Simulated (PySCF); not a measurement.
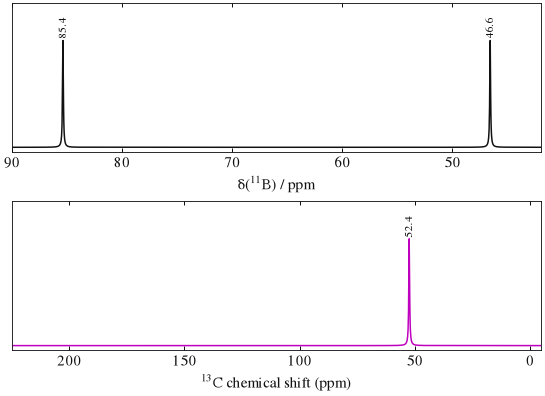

GIAO shifts, PBE0/pcSseg-1 with PySCF 2.14.0, at a GFN2-xTB geometry (no frequency check), against BF₃.OEt₂ for ¹¹B and TMS for ¹³C computed at the same level. Gas phase, fully decoupled, line heights follow the number of nuclei, widths are arbitrary (no quadrupolar broadening); values of one conformer, averaged over nuclei that symmetry or rotation about single bonds exchange, these motions taken as fast; other conformers aren't averaged in.

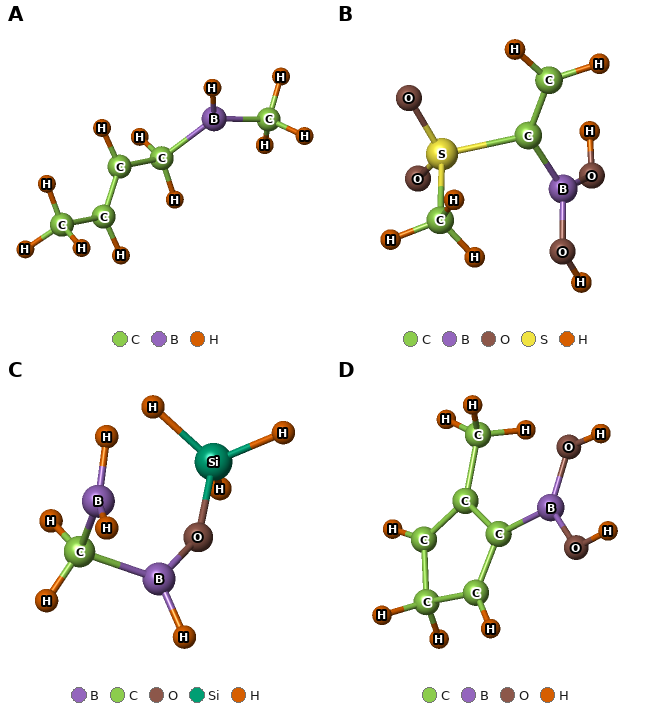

Which molecule was computed? The candidates are drawn in the second picture.

Answer. Structure C, CH₈B₂OSi, SMILES BCBO[SiH3]. Its ¹¹B signals: 85.4 (1 B), 46.6 (1 B) ppm. Its ¹³C signals: 52.4 (1 C) ppm.

Note: the tight-binding geometry is rougher than a DFT one and adds to the error.
